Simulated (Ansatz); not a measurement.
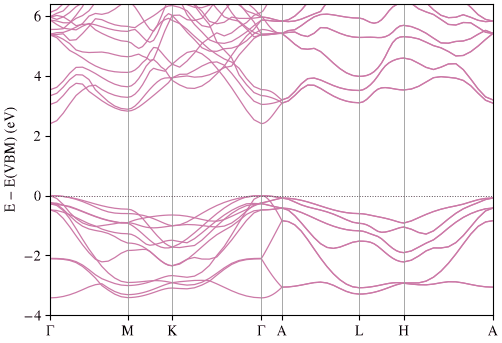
Figure: Band structure from LDA in the plane-wave PAW code Ansatz

Task: Read off the gap and where the band edges lie.

Result: About 2.4 eV (2.40 eV by a search for the band edges); maximum at Γ, minimum at Γ.

Task: Which compound is it?
A) GaN, P6_3mc (Ga on 2a, Ga on 2b, N on 2a, N on 2b)
B) MgO, P6_3/mmc (Mg on 2c, O on 2d)
C) MgTe, P6_3mc (Mg on 2a, Mg on 2b, Te on 2a, Te on 2b)
D) GaN, P6_3mc (Pearson symbol hP12)

Result: C, MgTe, P6_3mc (Mg on 2a, Mg on 2b, Te on 2a, Te on 2b)

The cell is a constructed one: a structure type filled with these elements; the Crystallography Open Database files this formula in space group No. 186, but the cells were not matched. Whether it is the stable phase at ambient conditions was not checked. Symmetry was held in the LDA relaxation; its stability against distortions is not shown here. Scalar-relativistic: spin–orbit coupling is off unless named, which matters more the heavier the elements.

Potentials: the later of the program's two PAW sets.
